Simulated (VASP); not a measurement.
Band structure of TaN (relaxed from the CsCl type structure, space group Pm-3m). Calculation: PBEsol GGA, VASP's PBE PAW potentials (set 64) (plane waves; VASP 6.6.1).

Unless said otherwise, spin-orbit coupling is left out, though it shifts the bands of the heavy elements here.

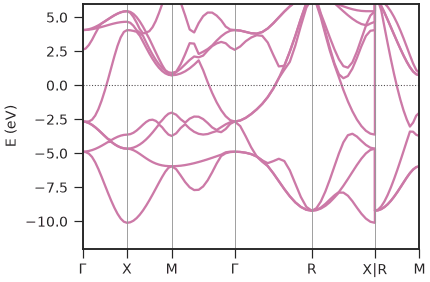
*Bands along high-symmetry lines, zero at the valence-band maximum or, without a gap, the Fermi level*

Task: Read the plot: is there a gap, and where are the band edges?

Result: It has no gap at this level: it comes out as a metal or semimetal. (Edges off the drawn lines would not show.)

The structure was generated: TaN was put into the CsCl type type (Pm-3m), which need not be its known phase. It was relaxed first, which changed the volume by -34 %.
